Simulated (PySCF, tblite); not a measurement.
# C5H10OSSi: geometry, infrared bands and NMR shifts

Aim: predict the infrared bands and NMR shifts of C5H10OSSi (`C/C=C/[Si@@H]1OCCS1`).

Programs: tblite 0.8.0 and PySCF 2.14.0, with density-fitted response routines of our own. Each step states its level of theory. These are calculated values for one molecule in the gas phase, unless marked as measured. Atoms count from 0, in the outputs and in this text.

## 1. The molecule as given

18 atoms, charge 0, multiplicity 1; geometry from: force field or distance geometry start.

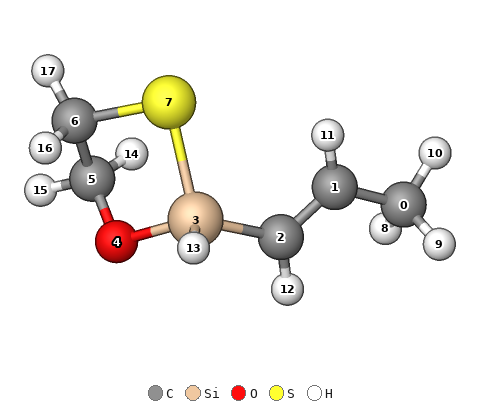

As it starts; carbon grey, silicon light orange, oxygen red, sulfur yellow, hydrogen white, atoms numbered; sticks join atoms by distance.

## 2. Geometry optimisation with GFN2-xTB

The job: settings as JSON, then the geometry in Å.

```
{"job": {"kind": "relax", "xc": "GFN2-xTB", "basis": "xTB"}, "charge": 0, "multiplicity": 1}
C      3.363200     0.141800    -0.073600
C      1.958500    -0.275100     0.161600
C      1.163900    -0.518900    -0.874700
Si    -0.556400    -1.028600    -0.663800
O     -1.682500    -0.160400    -1.630900
C     -2.176000     0.866400    -0.878600
C     -2.873900     0.319300     0.331500
S     -1.413900    -0.364600     1.221400
H      3.321700     0.943600    -0.850500
H      3.995300    -0.706000    -0.412900
H      3.779900     0.532200     0.867700
H      1.569900    -0.410000     1.155100
H      1.546500    -0.384400    -1.873600
H     -0.784500    -2.484600    -0.717300
H     -1.415800     1.602100    -0.526500
H     -2.924200     1.431100    -1.455800
H     -3.463900    -0.545400     0.011000
H     -3.416700     1.047700     0.933500
```

Launch:

```console
$ OMP_NUM_THREADS=1 python probes_run.py task.json out
```

This one command runs all jobs of the session in turn.

The program printed:

```text
step      E/eV     max force
  0    -676.56649    2.667
  1    -676.77635    0.878
  2    -676.84436    0.747
  3    -676.88344    0.621
  4    -676.92023    0.429
  5    -676.94004    0.331
  6    -676.95930    0.348
  7    -676.98537    0.425
  8    -677.01356    0.512
  9    -677.03534    0.362
 10    -677.04812    0.243
 11    -677.05643    0.223
 12    -677.06591    0.270
 13    -677.07529    0.239
 14    -677.08199    0.221
 15    -677.08702    0.162
 16    -677.09126    0.153
 17    -677.09470    0.177
 18    -677.09793    0.149
 19    -677.10142    0.148
 20    -677.10531    0.183
 21    -677.10940    0.250
 22    -677.11317    0.235
 23    -677.11615    0.142
 24    -677.11853    0.100
 25    -677.12053    0.112
 26    -677.12211    0.136
 27    -677.12339    0.107
 28    -677.12450    0.065
 29    -677.12539    0.063
 30    -677.12607    0.076
 31    -677.12665    0.065
 32    -677.12729    0.053
 33    -677.12813    0.089
 34    -677.12924    0.105
 35    -677.13057    0.102
 36    -677.13201    0.100
 37    -677.13357    0.111
 38    -677.13543    0.099
 39    -677.13771    0.134
 40    -677.14040    0.136
 41    -677.14312    0.116
 42    -677.14529    0.087
 43    -677.14706    0.085
 44    -677.14916    0.125
 45    -677.15180    0.134
 46    -677.15411    0.154
 47    -677.15487    0.177
 48    -677.15746    0.110
 49    -677.15885    0.092
 50    -677.16105    0.083
 51    -677.16208    0.077
 52    -677.16301    0.070
 53    -677.16366    0.056
 54    -677.16418    0.058
 55    -677.16461    0.060
 56    -677.16514    0.052
 57    -677.16584    0.066
 58    -677.16673    0.073
 59    -677.16758    0.078
 60    -677.16827    0.078
 61    -677.16889    0.056
 62    -677.16959    0.085
 63    -677.17043    0.094
 64    -677.17132    0.076
 65    -677.17214    0.074
 66    -677.17294    0.070
 67    -677.17375    0.107
 68    -677.17473    0.084
 69    -677.17587    0.063
 70    -677.17662    0.068
 71    -677.17783    0.096
 72    -677.17936    0.102
 73    -677.18096    0.091
 74    -677.18212    0.077
 75    -677.18268    0.109
 76    -677.18330    0.089
 77    -677.18377    0.054
 78    -677.18421    0.026
 79    -677.18426    0.027
 80    -677.18437    0.023
 81    -677.18444    0.018
 82    -677.18450    0.015
 83    -677.18454    0.017
 84    -677.18458    0.017
 85    -677.18461    0.015
 86    -677.18465    0.015
 87    -677.18469    0.011
 88    -677.18473    0.016
 89    -677.18477    0.018
 90    -677.18481    0.016
 91    -677.18487    0.017
 92    -677.18493    0.018
 93    -677.18500    0.020
 94    -677.18507    0.019
 95    -677.18514    0.017
 96    -677.18523    0.020
 97    -677.18532    0.020
 98    -677.18543    0.020
 99    -677.18551    0.021
100    -677.18561    0.019
101    -677.18572    0.018
102    -677.18585    0.023
103    -677.18598    0.023
104    -677.18609    0.021
105    -677.18617    0.017
106    -677.18624    0.016
107    -677.18630    0.016
108    -677.18635    0.015
109    -677.18639    0.020
110    -677.18644    0.019
111    -677.18651    0.018
112    -677.18658    0.016
113    -677.18662    0.015
114    -677.18665    0.014
115    -677.18669    0.014
116    -677.18674    0.019
117    -677.18681    0.018
118    -677.18687    0.019
119    -677.18692    0.017
120    -677.18699    0.020
121    -677.18710    0.027
122    -677.18723    0.030
123    -677.18735    0.024
124    -677.18742    0.016
125    -677.18746    0.016
126    -677.18748    0.012
127    -677.18751    0.010
128    -677.18754    0.009
```

Wall time 1.8 s (1 thread of Arm Neoverse N1, shared host); peak memory 0.18 GiB.

The steps of the relaxation: (not every step is listed)

```
step  energy from step 0 (eV)  largest force (eV/Å)
   0                   0.0000                2.6670
   1                  -0.2099                0.8780
   2                  -0.2779                0.7468
   3                  -0.3169                0.6210
   4                  -0.3537                0.4287
   5                  -0.3735                0.3314
   6                  -0.3928                0.3482
   7                  -0.4189                0.4252
   8                  -0.4471                0.5121
  19                  -0.5349                0.1480
  30                  -0.5596                0.0761
  41                  -0.5766                0.1165
  52                  -0.5965                0.0702
  63                  -0.6039                0.0943
  74                  -0.6156                0.0770
  85                  -0.6181                0.0153
  96                  -0.6187                0.0205
 107                  -0.6198                0.0157
 118                  -0.6204                0.0188
 123                  -0.6209                0.0240
 124                  -0.6209                0.0158
 125                  -0.6210                0.0158
 126                  -0.6210                0.0123
 127                  -0.6210                0.0104
 128                  -0.6210                0.0095
```

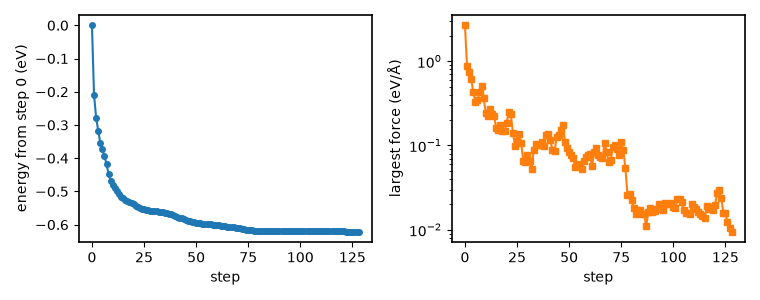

Energy and largest force along the relaxation.

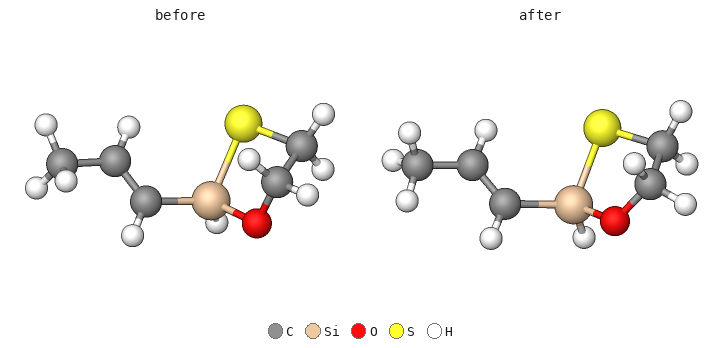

The geometry before (left) and after (right).

Close pairs (by a distance rule), those that changed most:

```
  bond  before (Å)  after (Å)  change (Å)
Si3–O4       1.720      1.634      -0.086
C2–Si3       1.807      1.868      +0.062
 O4–C5       1.365      1.400      +0.035
 C0–H8       1.117      1.087      -0.030
 C5–C6       1.500      1.521      +0.021
 C6–S7       1.842      1.821      -0.021
 C0–H9       1.111      1.090      -0.021
Si3–S7       2.175      2.156      -0.019
```

The next job starts from the end point, and lists it.

## 3. Harmonic vibrations with GFN2-xTB

The job: settings as JSON, then the geometry in Å.

```
{"job": {"kind": "ir", "xc": "GFN2-xTB", "basis": "xTB"}, "charge": 0, "multiplicity": 1}
C      3.526873     0.024757     0.006331
C      2.072771    -0.276682     0.116742
C      1.243741    -0.412976    -0.912338
Si    -0.564807    -0.861106    -0.775959
O     -1.569194     0.121353    -1.610073
C     -2.469419     0.915886    -0.889416
C     -2.850867     0.242180     0.420067
S     -1.338470    -0.420247     1.187123
H      3.827020     0.144703    -1.031981
H      4.105416    -0.784552     0.451707
H      3.764835     0.935579     0.554908
H      1.695565    -0.389590     1.125515
H      1.641056    -0.305169    -1.913942
H     -0.900697    -2.227736    -1.161382
H     -2.003810     1.887952    -0.689293
H     -3.355875     1.067682    -1.512968
H     -3.524213    -0.596289     0.242582
H     -3.308683     0.940572     1.115961
```

The program printed:

```text
mode    cm-1     km/mol
  1      33.1      1.46
  2      67.0      3.13
  3      75.2      1.02
  4     137.0      7.93
  5     164.7      1.28
  6     198.8      1.71
  7     246.8      4.31
  8     261.0      9.34
  9     350.6     34.33
 10     415.2     11.17
 11     495.4     31.97
 12     530.7      7.59
 13     592.1    159.41
 14     683.3     44.07
 15     700.9     12.48
 16     716.1     75.28
 17     766.1    164.71
 18     832.7    176.79
 19     861.2     10.86
 20     981.1     27.50
 21     991.6     13.07
 22    1002.9     17.65
 23    1011.8      2.24
 24    1036.6      1.47
 25    1102.1    116.32
 26    1104.5      7.59
 27    1151.1     44.25
 28    1185.1      2.33
 29    1238.8      6.75
 30    1248.4     16.91
 31    1303.1      0.71
 32    1318.8      7.14
 33    1394.6      5.75
 34    1446.0      1.24
 35    1470.0      5.16
 36    1476.2     19.08
 37    1476.5      0.92
 38    1683.8    120.87
 39    2286.9    265.17
 40    2917.6     29.81
 41    2947.4     40.77
 42    2982.3     24.91
 43    2999.2     19.22
 44    3014.4     21.49
 45    3026.7      6.89
 46    3036.2     14.08
 47    3036.9     11.32
 48    3055.7     79.69
```

It took 1.3 s on 1 thread of Arm Neoverse N1, shared host; peak memory 0.18 GiB.

Which atoms move in the most intense modes:

```
cm⁻¹  km/mol                       atoms
 592   159.4                    H13 77 %
 716    75.3           H13 50 %, C2 11 %
 766   164.7  O4 34 %, Si3 27 %, C2 17 %
 833   176.8  Si3 35 %, C2 22 %, O4 10 %
1102   116.3   C5 42 %, O4 29 %, C6 14 %
1684   120.9            C1 52 %, C2 42 %
2287   265.2                    H13 97 %
3056    79.7           H11 72 %, H8 14 %
```

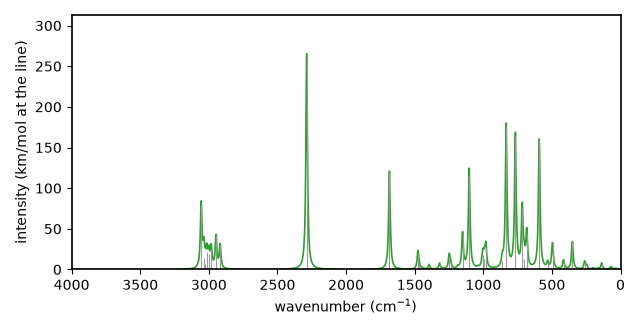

The infrared spectrum from these modes, unscaled. Lines are broadened to a width of 14 cm⁻¹ (Lorentzian).

## 4. Nuclear shieldings: PBE0/pcSseg-1

Settings changed since step 3:

```diff
@@ -1,2 +1,2 @@
-{"job": {"kind": "ir", "xc": "GFN2-xTB", "basis": "xTB"}, "charge": 0, "multiplicity": 1}
+{"job": {"kind": "nmr", "xc": "PBE0", "basis": "pcSseg-1"}, "charge": 0, "multiplicity": 1}
 C      3.526873     0.024757     0.006331
```

Method: GIAO PBE0/pcSseg-1 NMR shielding, non-relativistic, gas phase.

The program printed:

```text
coarse grid: 15968 points
cycle   1  E = -958.7021284410  dE =  1.052e+00  |g| = 7.085e-01  |ddm| = 3.876e+00
cycle   2  E = -958.6017835380  dE =  1.003e-01  |g| = 1.033e+00  |ddm| = 1.517e+00
cycle   3  E = -958.7997422098  dE = -1.980e-01  |g| = 1.240e-01  |ddm| = 1.012e+00
cycle   4  E = -958.8029041343  dE = -3.162e-03  |g| = 3.734e-02  |ddm| = 1.638e-01
cycle   5  E = -958.8032416700  dE = -3.375e-04  |g| = 8.020e-03  |ddm| = 4.619e-02
cycle   6  E = -958.8032540690  dE = -1.240e-05  |g| = 4.442e-03  |ddm| = 1.085e-02
cycle   7  E = -958.8032587753  dE = -4.706e-06  |g| = 9.743e-04  |ddm| = 3.999e-03
final grid: 144640 points
cycle   8  E = -958.8642991764  dE = -2.907e-05  |g| = 1.160e-02  |ddm| = 2.651e-02
cycle   9  E = -958.8642747968  dE =  2.438e-05  |g| = 1.602e-02  |ddm| = 2.101e-02
cycle  10  E = -958.8643278969  dE = -5.310e-05  |g| = 1.497e-03  |ddm| = 1.259e-02
cycle  11  E = -958.8643283566  dE = -4.597e-07  |g| = 2.052e-04  |ddm| = 1.422e-03
cycle  12  E = -958.8643283658  dE = -9.223e-09  |g| = 7.328e-05  |ddm| = 3.250e-04
cycle  13  E = -958.8643283670  dE = -1.210e-09  |g| = 2.750e-05  |ddm| = 1.016e-04
cycle  14  E = -958.8643283672  dE = -1.842e-10  |g| = 4.491e-06  |ddm| = 2.763e-05
converged SCF energy = -958.8643283672

GIAO shielding tensors (ppm)
atom      isotropic    diamagn.    paramagn.     s11        s22        s33       span
  0 C      160.266     246.976     -86.710    146.875    148.143    185.779     38.904
  1 C       28.560     257.729    -229.169    -96.675     20.383    161.973    258.648
  2 C       55.712     263.690    -207.978    -48.793     60.776    155.152    203.945
  3 Si     337.989     880.930    -542.942    286.715    348.512    378.739     92.024
  4 O      284.564     397.948    -113.384    232.723    266.828    354.140    121.417
  5 C      116.600     242.319    -125.719     81.410    114.953    153.437     72.027
  6 C      149.964     255.022    -105.058    117.975    162.791    169.125     51.150
  7 S      666.809    1061.032    -394.223    571.638    596.494    832.296    260.658
  8 H       29.852      28.412       1.439     26.254     29.287     34.014      7.760
  9 H       29.644      26.536       3.108     26.001     27.486     35.443      9.442
 10 H       29.573      28.079       1.493     25.862     27.749     35.107      9.245
 11 H       25.216      35.701     -10.485     21.479     22.696     31.473      9.994
 12 H       25.572      32.873      -7.301     23.010     25.084     28.622      5.612
 13 H       26.122      29.633      -3.511     22.713     23.098     32.555      9.842
 14 H       27.890      30.228      -2.337     22.653     26.119     34.899     12.246
 15 H       27.281      26.898       0.383     21.953     26.191     33.698     11.745
 16 H       28.550      30.045      -1.495     22.226     26.274     37.149     14.923
 17 H       28.965      30.519      -1.554     23.126     26.603     37.166     14.040
```

Run time: 77 s. Hardware: 1 thread of Arm Neoverse N1, shared host; peak memory 0.9 GiB.

The references, computed at this level on geometries of the same kind, shield at (ppm): 1H TMS 31.72, 13C TMS 186.9, 29Si TMS 349.2, 17O H2O 336.1, 33S CS2 504. Their shielding less the atom's gives the shift. The references are single molecules in the gas phase, so shifts against H2O, NH3, PH3, H3PO4 or CFCl3 are not on the usual liquid scales and can be off by tens of ppm. Atoms listed in one row are averaged.

```
      atoms                                                    environment  σ (ppm)  δ (ppm)  δ scaled to CDCl3
         C1                                                      alkene CH     28.6    158.4              152.6
         C2                                                      alkene CH     55.7    131.2              126.1
         C5                                            sp3 CH2 bonded to O    116.6     70.3               66.7
         C6                                            sp3 CH2 bonded to S    150.0     37.0               29.7
         C0                                          allylic methyl carbon    160.3     26.7               24.1
        H11                                       hydrogen on an alkene CH    25.22     6.50               6.23
        H12                                       hydrogen on an alkene CH    25.57     6.15               5.90
        H13  hydrogen on a silicon bonded to C, O, S, in a 5-membered ring    26.12     5.60                  –
        H15                             hydrogen on an sp3 CH2 bonded to O    27.28     4.44               4.29
        H14                             hydrogen on an sp3 CH2 bonded to O    27.89     3.83               3.71
        H16                             hydrogen on an sp3 CH2 bonded to S    28.55     3.17               3.09
        H17                             hydrogen on an sp3 CH2 bonded to S    28.96     2.75               2.70
H8, H9, H10                           hydrogen on an allylic methyl carbon    29.69     2.03               2.02
        Si3             silicon bonded to C, O, S, H, in a 5-membered ring    338.0     11.2                  –
         O4                   oxygen bonded to C, Si, in a 5-membered ring    284.6     51.5                  –
         S7                   sulfur bonded to C, Si, in a 5-membered ring      667     -163                  –
```

The scaled column applies a straight-line fit of computed shieldings to shifts measured in CDCl3, with any fitted terms for Cl, Br or S neighbours (root-mean-square error 0.16 ppm for H, 1.9 ppm for C).

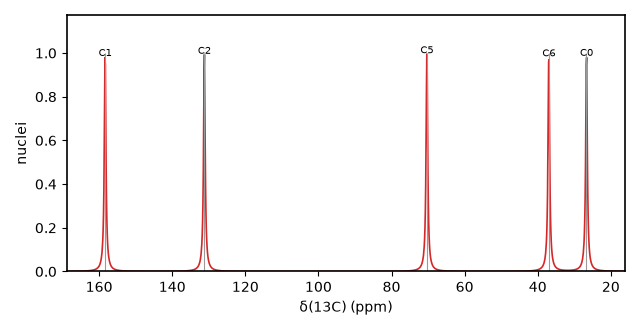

13C lines at the computed shifts, without couplings. Lines are broadened to a width of 0.53 ppm (Lorentzian).

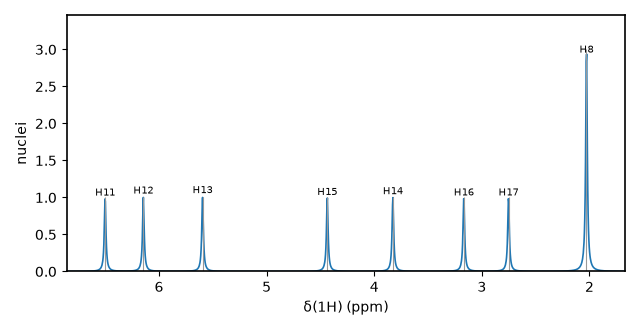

1H lines at the computed shifts, without couplings. Lines are broadened to a width of 0.02 ppm (Lorentzian).

Charges from the same density, by scheme (e):

```
atoms  Mulliken    IAO  Hirshfeld  ESP fit
   C0     -0.21  -0.43      -0.11    -0.42
   C1     -0.23  -0.08      -0.02     0.12
   C2     -0.43  -0.48      -0.16    -0.53
  Si3      1.00   1.06       0.39     0.66
   O4     -0.62  -0.65      -0.24    -0.37
   C5      0.10  -0.05       0.00    -0.07
   C6     -0.36  -0.35      -0.07    -0.11
   S7     -0.34  -0.23      -0.12    -0.37
```

Mulliken charges:

C0 -0.21; C1 -0.23; C2 -0.43; Si3 1.00; O4 -0.62; C5 0.10; C6 -0.36; S7 -0.34; H8 0.12; H9 0.13; H10 0.13; H11 0.12; H12 0.12; H13 -0.10; H14 0.12; H15 0.13; H16 0.16; H17 0.17

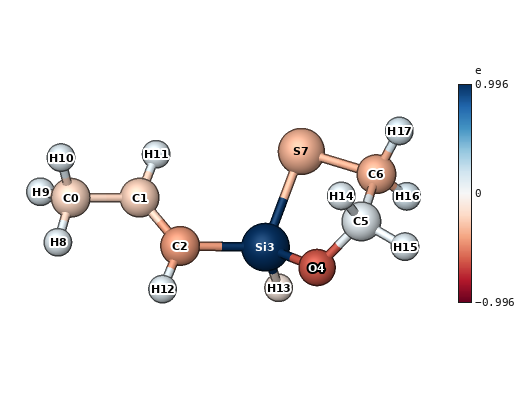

Mulliken charges, as colours on the atoms.

Mayer bond orders: C0–C1 1.06, C1–C2 1.92, C2–Si3 0.89, Si3–O4 0.98, O4–C5 0.90, C5–C6 1.02, C6–S7 0.99, S7–Si3 0.93.

Ring of atoms Si3, O4, C5, C6, S7: NICS(0) -8.2, NICS(1) -3.9, NICS(1)zz -3.9 ppm (means of both faces).

The fields below are evaluated on a grid from the run's orbitals.

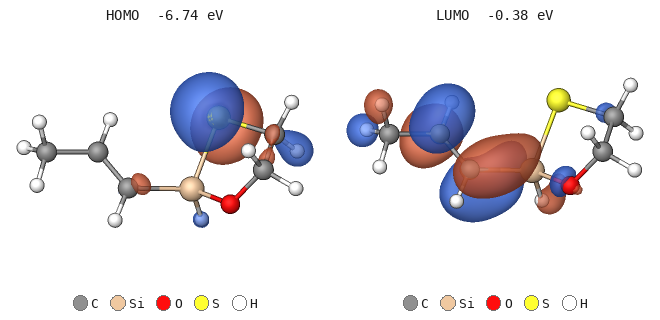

Frontier orbitals at PBE0/pcSseg-1; each surface holds 70 % of the orbital's density, blue and red mark the sign.

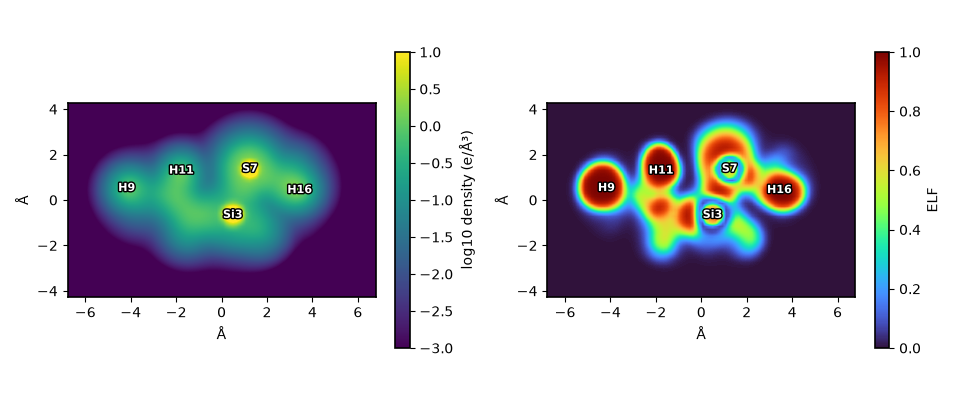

Density (left) and ELF (right) in a plane through or near 5 of the atoms.

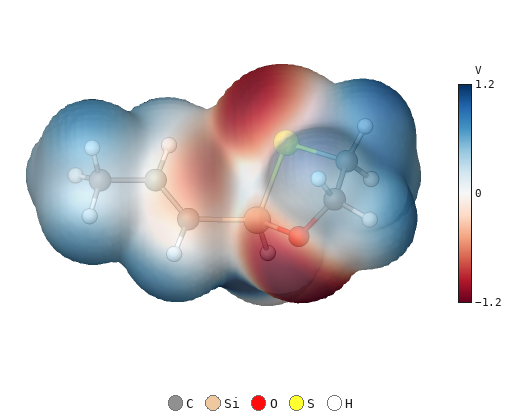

Electrostatic potential on the surface of density 0.002 e/bohr³; red is low, blue high. It runs from -1.20 V near O4 to 0.97 V near H12.

## 5. Summary of results

| quantity | value |
| --- | --- |
| strongest single infrared mode (GFN2-xTB) | 2287 cm⁻¹, 265 km/mol |
| zero-point energy (GFN2-xTB) | 87.3 kcal/mol |
| 13C shifts against TMS (PBE0/pcSseg-1) | 158.4, 131.2, 70.3, 37.0, 26.7 ppm |
| 1H shifts against TMS (PBE0/pcSseg-1, means over atoms taken as alike) | 6.50, 6.15, 5.60, 4.44, 3.83, 3.17, 2.75, 2.03 ppm |
| 29Si shifts against TMS (PBE0/pcSseg-1) | 11.2 ppm |
| 17O shifts against H2O (PBE0/pcSseg-1) | 51.5 ppm |
| 33S shifts against CS2 (PBE0/pcSseg-1) | -163 ppm |
| surface potential, least and greatest | -1.20 V and 0.97 V |

In words: The optimisation took 128 steps and gained 0.621 eV; among the close pairs (by a distance rule), Si3–O4 changed most, from 1.720 to 1.634 Å. No mode is imaginary among the 48: a minimum at this level. The strongest single mode, at 2287 cm⁻¹, moves mainly H13. GFN2-xTB is a fitted tight-binding method: band positions and strengths are rough. Its intensities can rank the bands wrongly. At PBE0/pcSseg-1, counted by nearest atom on the grid, the HOMO lies on S7 77 %, the LUMO on C1 32 %; C2 24 %.
